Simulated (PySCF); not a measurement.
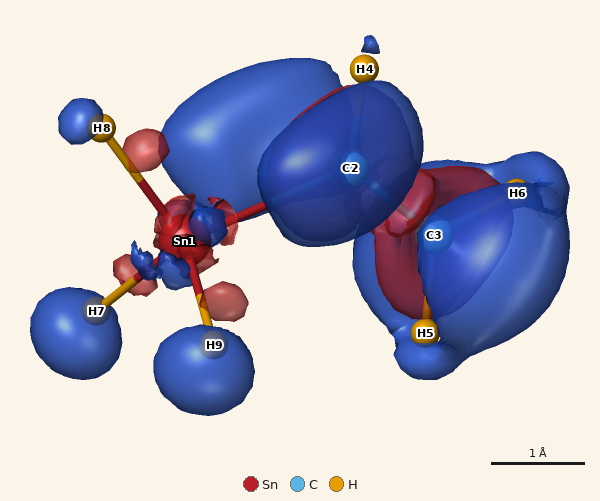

Figure 1: Sn(vinyl)H3 (C₂H₆Sn). Fukui function f⁺ = ρ(N+1) − ρ(N) at fixed geometry, surfaces at ±0.02 e/Å³ (blue positive, red negative).

Level of theory: B3LYP/def2-TZVP (PySCF), at a geometry from GFN2-xTB. Core potentials replace the inner electrons of Sn; spin–orbit coupling isn't included. No frequency check shows the geometry to be a minimum. GFN2-xTB bond lengths at metals and heavier atoms can be off by up to 0.1 Å and shapes distorted, which carries into these values.

Coordinates in Å:

```
Sn1     -0.5617   -0.0210   -0.0000
C2       1.4937    0.5377   -0.0001
C3       2.5006   -0.3137    0.0001
H4       1.6974    1.5985    0.0001
H5       2.3552   -1.3812    0.0002
H6       3.5268    0.0215    0.0003
H7      -0.9574   -0.9543   -1.3151
H8      -1.5314    1.3257   -0.0281
H9      -0.9709   -0.9058    1.3440
```

**On which atoms does the density change most on addition of an electron?**

f⁺ (Hirshfeld-condensed) is largest on Sn1 (0.25), C3 (0.19) and C2 (0.14); the vertical electron affinity is −1.31 eV (the stability of the anion's solution wasn't checked; negative, but this basis has no diffuse functions, so it doesn't show that the anion is unbound). Condensed values hint at sites of nucleophilic attack but needn't mark the atom that reacts. Orbital relaxation makes it negative in places (0.18 e in all).

```csv
atom,f⁺,charge
Sn1,+0.25,+0.42
C2,+0.14,−0.15
C3,+0.19,−0.09
H4,+0.07,+0.04
H5,+0.07,+0.04
H6,+0.08,+0.04
H7,+0.07,−0.10
H8,+0.06,−0.10
H9,+0.07,−0.10
```

Run time: 2 min on 1 thread of Arm Neoverse V1, with other jobs on the host, peak memory 0.66 GiB.
